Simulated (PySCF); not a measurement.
**C$_{4}$H$_{9}$AlO: density, localisation and related maps**

The calculation's input:

```
{"job": {"kind": "uv", "xc": "PBE0", "basis": "def2-SVPD", "nstates": 8, "ntriplets": 3}, "charge": 0, "multiplicity": 1}
C      2.561272    -0.630578    -0.240693
O      1.434010     0.201816    -0.353405
C      0.256869    -0.321768     0.074790
C     -0.923576     0.318863     0.053313
C     -1.033569     1.729101    -0.468669
Al    -2.320307    -0.875320     0.768329
H      3.408873    -0.058276    -0.614065
H      2.744670    -0.912621     0.801754
H      2.446210    -1.540602    -0.839611
H      0.299773    -1.345298     0.461102
H     -0.704813     1.778469    -1.506496
H     -0.402035     2.401385     0.111810
H     -2.065316     2.075981    -0.409236
H     -1.884099    -2.295409     1.229352
H     -3.822375    -0.517754     0.909815
```

Run with:

```sh
OMP_NUM_THREADS=1 python probes_run.py task.json out
```

Geometry: GFN2-xTB.

Theory: PySCF, PBE0/def2-SVPD, SCF density, gas phase.

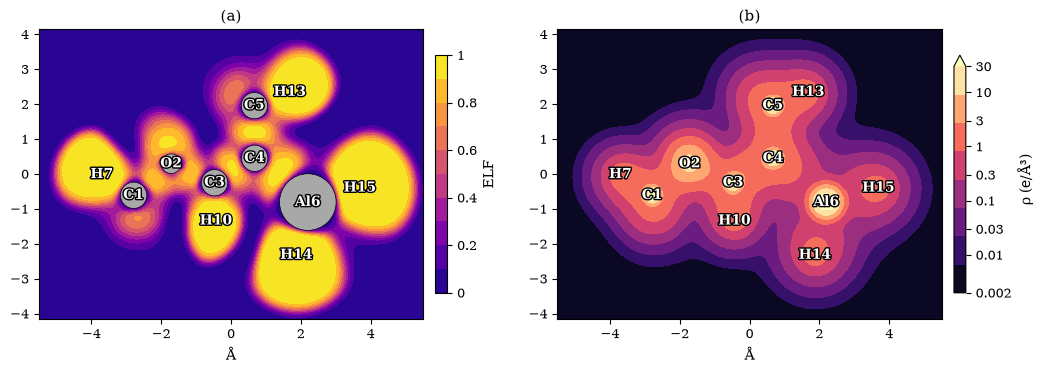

Figure 1. (a) ELF; (b) total electron density on the plane of atoms O2, C1 and H7. Grey discs cover the atomic cores in the ELF map.

**What does the map show?**

- The plane passes through C, O, Al and H nuclei.
- C–C (1.34 Å): ρ at the midpoint is about 2.3 e/Å³; the ELF peaks at about 0.95 between the atoms (a multiple bond).
- C–O (1.36 Å): ρ is about 2.3 e/Å³ halfway, with its minimum of 1.9 e/Å³ about 0.5 Å from C; the ELF peaks at about 0.90 between the atoms, as expected for a polar covalent bond.
- C–Al (1.97 Å): ρ is about 0.7 e/Å³ halfway; the ELF peaks at about 0.95 between the atoms; a shared but strongly polarised pair.
- C–H (1.09 Å): ρ is about 2 e/Å³ halfway; the ELF climbs to about 1 towards the hydrogen, as it does in any bond to H: a covalent bond by its length.
- C–O (1.41 Å): the density is about 2.1 e/Å³ at the midpoint, with its minimum of 1.7 e/Å³ about 0.5 Å from C; the ELF peaks at about 0.90 between the atoms: a polar covalent bond.
- The ELF also peaks beside O2, away from the bonds: lone-pair regions.

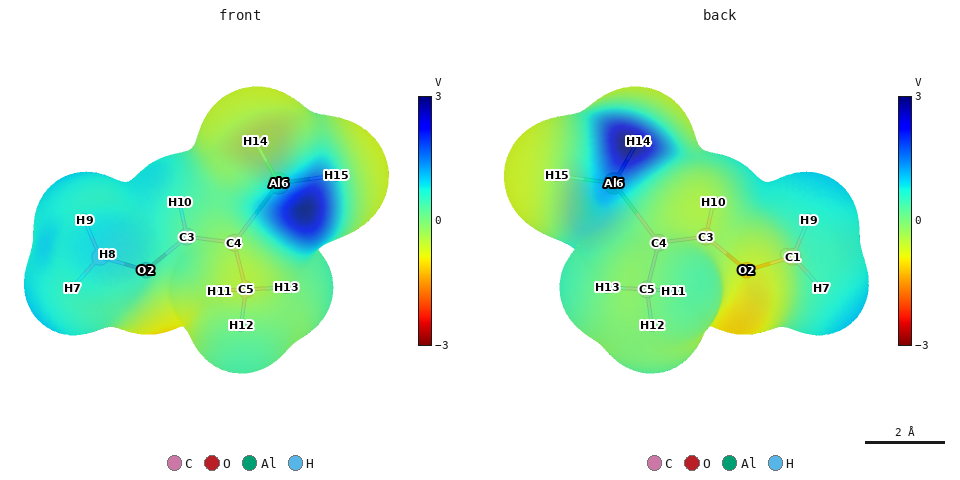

Figure 2. The electrostatic potential painted on the density surface at 0.002 e/bohr³, seen from the front and from behind; red is negative and blue positive.

**Where is the surface potential most negative and most positive?**

The most negative region (about −1.1 V) lies over O2, the most positive (about +2.8 V) over Al6. O2 is the likeliest acceptor of a hydrogen bond.
